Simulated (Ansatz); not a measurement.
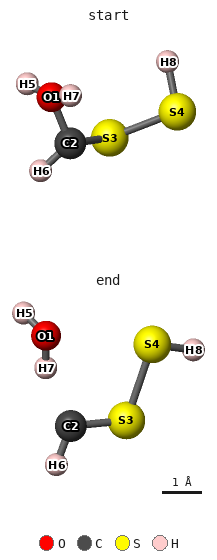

The structure of CH₄OS₂ before (top) and after (bottom) a relaxation, at one scale.

A ball-and-stick model, seen at a tilt.

The run prepares an end point of a later path (hydrogen shift) calculation, from a guessed geometry.

These are results of RKS B3LYP-D4/def2-SVPD in Ansatz, not measurements.

The input:
```yaml
crystal:
  periodic: [false, false, false]
  atoms:
    - { symbol: O, position_ang: [-0.85534, 0.92206, -0.7006] }
    - { symbol: C, position_ang: [0.40511, 0.76775, -0.16685] }
    - { symbol: S, position_ang: [0.4639, -0.45831, 1.22466] }
    - { symbol: S, position_ang: [0.4435, -2.24097, 0.2462] }
    - { symbol: H, position_ang: [-1.44472, 1.32976, -0.05326] }
    - { symbol: H, position_ang: [0.81257, 1.68604, 0.26703] }
    - { symbol: H, position_ang: [-0.6628, 0.55558, -1.59989] }
    - { symbol: H, position_ang: [-0.88263, -2.40153, 0.13816] }
basis:
  gaussian: { orbitals: def2-SVPD }
hamiltonian:
  xc: b3lyp
  dispersion: d4
relax:
  f_tol: 0.02
  max_steps: 50
```

Command:
```bash
ansatz run input.yaml --threads 2 --pin off --max-ram 3072MiB --backend cpu --events-out ev --progress --plain --runs-dir out
```

Q: Describe what moved and what it gained.

A: The relaxation stopped without meeting its thresholds, so the last structure isn't shown to be converged. It used up its limit of 50 steps. The atom that moves furthest after the best rigid fit is H5 (1.29 Å). By element the largest moves are H 1.29 Å, S 1.09 Å, O 1.01 Å, C 0.66 Å. Some distances before and after: O1–C2 1.377 → 2.948 Å, C2–S3 1.856 → 1.610 Å, S3–S4 2.034 → 2.164 Å, S4–H8 1.340 → 1.358 Å. Bonds break, among them: O1–C2 (1.38 → 2.95 Å). Bond angles that change, for instance: H5–O1–H7 152.1° → 104.9°, S3–S4–H8 98.8° → 90.8°, S3–C2–H6 104.2° → 107.9°. Groups turn about S3–S4 by about 85°, C2–S3 by about 20°. Over 41 accepted moves (49 points after the start) the energy falls by 2.357 eV. The largest force component goes from 4.9 to 0.26 eV/Å. The line search rejected the trial steps at points 10, 21, 27, 30, 36, 39, 42, 48 of the run. The run took 2.2 min on 2 threads of Intel(R) Xeon(R) Platinum 8488C (Sapphire Rapids), on a shared host, peak memory 0.33 GiB.
